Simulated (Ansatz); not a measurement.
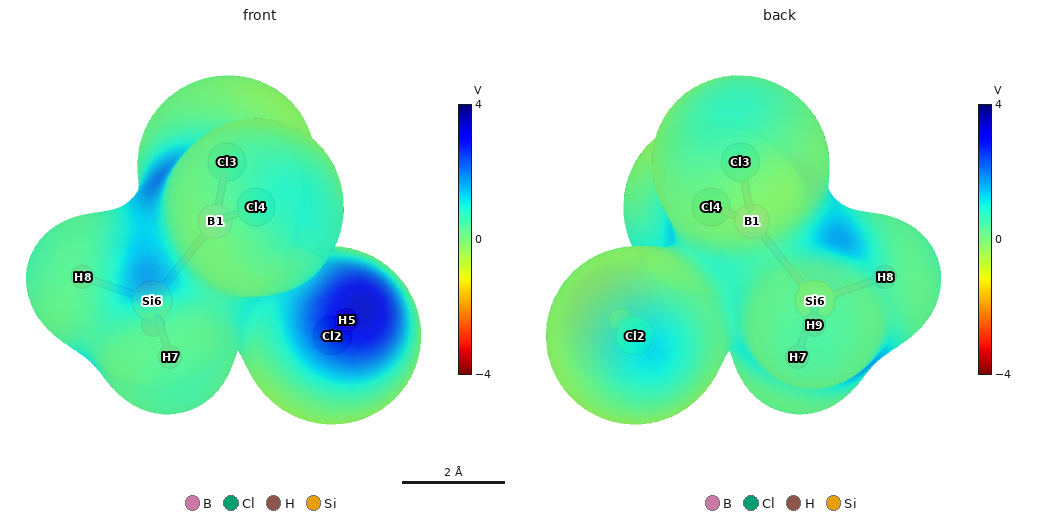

Figure. BCl$_{2}$H$_{3}$Si···HCl. The molecular electrostatic potential painted on the density surface at 0.004 e/bohr³, seen from the front and from behind; the colour scale runs from red (negative) to blue (positive).

The product side of a reaction path; geometry: PBE0-D4/def2-TZVP.

Method: RKS PBE0-D4/def2-TZVPP in Ansatz.

```
atom    x (Å)    y (Å)    z (Å)
   B  -0.2817  -0.8706   0.6797
  Cl  -1.6393   0.5103  -2.0504
  Cl  -0.2692  -2.5438   0.1961
  Cl  -1.6213  -0.3073   1.6614
   H  -2.3871   0.8953  -1.0846
  Si   1.2502   0.3576   0.2166
   H   0.8195   1.7790   0.2257
   H   2.2991   0.1736   1.2599
   H   1.8298   0.0060  -1.1046
```

Q: Describe the electrostatic potential map.

A: The most negative region (about −0.3 V) lies over Cl2 and Cl3, the most positive (about +3.2 V) over H5. Cl2 shows a σ-hole: about +1.1 V at the tip opposite its bond, against about 0.0 V on its flanks. Cl3 shows a σ-hole: about +0.8 V at the tip opposite its bond, against about 0.0 V on its flanks. Cl4 shows a σ-hole: about +0.9 V at the tip opposite its bond, against about +0.4 V on its flanks.
